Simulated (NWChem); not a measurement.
# GeHBr (SMILES [GeH][Br]): SVWN5/def2-TZVP

Aim: the vertical ionisation energy of GeHBr at SVWN5/def2-TZVP, from 2 runs. 

The results are computed with NWChem 7.3.0.

2 further runs of the same task are left out: 2 that didn't finish.

## 1. The system as given

GeHBr has 3 atoms, charge 0, and is taken as a singlet. SMILES: `[GeH][Br]`. The coordinates come from a PBE0-D4/def2-TZVP relaxation.

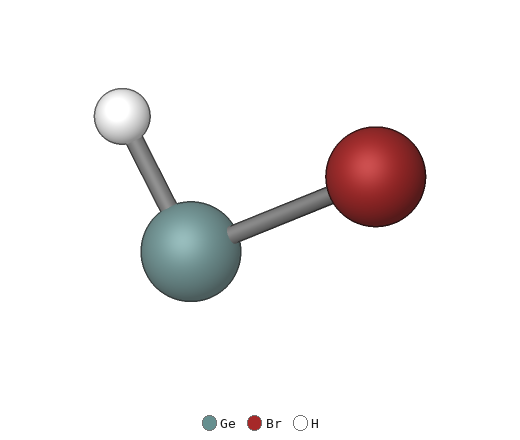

Viewed from a chosen angle; germanium teal, bromine red, hydrogen white.

## 2. The energy at SVWN5/def2-TZVP

The input, input.nw:

```
start input
title "BrGeH energy"
memory 2200 mb
geometry units angstrom noautosym nocenter noautoz
Ge       0.359400      -0.859900       0.094000
Br       0.673600       1.417200       0.525900
H       -1.044000      -0.622200      -0.633200
end
basis spherical bse
* library def2-TZVP
end
dft
xc slater vwn_5
grid fine
convergence energy 1e-08
iterations 100
mulliken
noprint "final vectors analysis"
end
task dft energy
```

Started as:

```console
$ nwchem input.nw > input.out
```

Output:

```text
[...]
          Wavefunction type:  closed shell.
          No. of atoms     :     3
          No. of electrons :    68
[...]
          Charge           :     0
          Spin multiplicity:     1
[...]
          AO basis - number of functions:   102
[...]
              XC Information
              --------------
                        Slater Exchange Functional  1.000 local
                      VWN V Correlation Functional  1.000 local
[...]
 d= 0,ls=0.0,diis     1  -4645.0008719090 -4.92D+03  1.45D-02  2.36D+00     4.5
[...]
 d= 0,ls=0.0,diis    12  -4645.0731660709 -3.36D-10  5.04D-08  2.84D-11    31.9
         Total DFT energy =    -4645.073166070892
      One electron energy =    -7015.816947123701
           Coulomb energy =     2264.275360863197
    Exchange-Corr. energy =     -163.896967061256
 Nuclear repulsion energy =      270.365387250867
[...]
      Total Density - Mulliken Population Analysis
     ---------------------------------------------
    Atom       Charge   Shell Charges
 -----------   ------   -------------------------------------------------------
    1 Ge  32    31.80   2.00  2.00  1.18  0.78  1.18  0.75  5.98  4.43  1.56  1.05  0.74  8.81  1.09  0.13  0.10  0.02
    2 Br  35    35.22   2.00  2.01  1.15  0.79  1.10  0.90  6.00  5.91  1.40  2.59  1.33  8.93  1.03  0.04  0.04  0.00
    3 H    1     0.98   0.22  0.51  0.24  0.01
[...]
```

It took 33 s on 1 thread of AMD EPYC 7B13 (Zen 3), shared host; peak memory 0.11 GiB.

## 3. The doublet cation at the same level

The input, a.nw:

```
start a
memory 2200 mb
charge 1
geometry noautosym nocenter noautoz
 Ge     0.359400    -0.859900     0.094000
 Br     0.673600     1.417200     0.525900
 H     -1.044000    -0.622200    -0.633200
end
basis spherical bse
 Ge library def2-TZVP
 Br library def2-TZVP
 H library def2-TZVP
end
dft
 xc slater vwn_5
 mult 2
 grid fine
 convergence energy 1e-08
 iterations 100
 mulliken
 noprint "final vectors analysis"
end
task dft
```

Started as:

```console
$ nwchem a.nw > a.out
```

Output:

```text
[...]
          Wavefunction type:  spin polarized.
          No. of atoms     :     3
          No. of electrons :    67
[...]
          Charge           :     1
          Spin multiplicity:     2
[...]
          AO basis - number of functions:   102
[...]
              XC Information
              --------------
                        Slater Exchange Functional  1.000 local
                      VWN V Correlation Functional  1.000 local
[...]
 d= 0,ls=0.0,diis     1  -4644.1957274109 -4.91D+03  1.88D-02  4.11D+00     4.6
[...]
 d= 0,ls=0.0,diis    14  -4644.7304876774 -3.90D-10  1.98D-07  6.89D-10    39.1
[...]
         Total DFT energy =    -4644.730487677392
      One electron energy =    -6997.864805288075
           Coulomb energy =     2246.365628785632
    Exchange-Corr. energy =     -163.596698425817
 Nuclear repulsion energy =      270.365387250867
[...]
      Total Density - Mulliken Population Analysis
     ---------------------------------------------
    Atom       Charge   Shell Charges
 -----------   ------   -------------------------------------------------------
    1 Ge  32    31.40   2.00  2.00  1.18  0.78  1.23  0.59  5.98  4.43  1.56  1.00  0.52  8.82  1.10  0.12  0.09  0.02
    2 Br  35    34.83   2.00  2.01  1.15  0.79  1.14  0.89  6.00  5.91  1.36  2.58  0.97  8.93  1.03  0.04  0.04  0.00
    3 H    1     0.77   0.20  0.48  0.09  0.01
[...]
      <S2> =      0.7521 (Exact =     0.7500)
[...]
```

Wall time 40 s (1 thread of AMD EPYC 7B13 (Zen 3), shared host); peak memory 0.11 GiB.

## 4. Outcome

Level: SVWN5/def2-TZVP.

| quantity | value |
| --- | --- |
| singlet GeHBr: total energy | -4645.07317 Eh |
| singlet GeHBr: dipole moment | 1.53 D |
| doublet cation: total energy | -4644.73049 Eh |
| doublet cation: ⟨S²⟩ | 0.752 |
| vertical ionisation energy (to the doublet cation) | 9.325 eV |

In words: The vertical ionisation energy comes to 9.32 eV (900 kJ/mol).
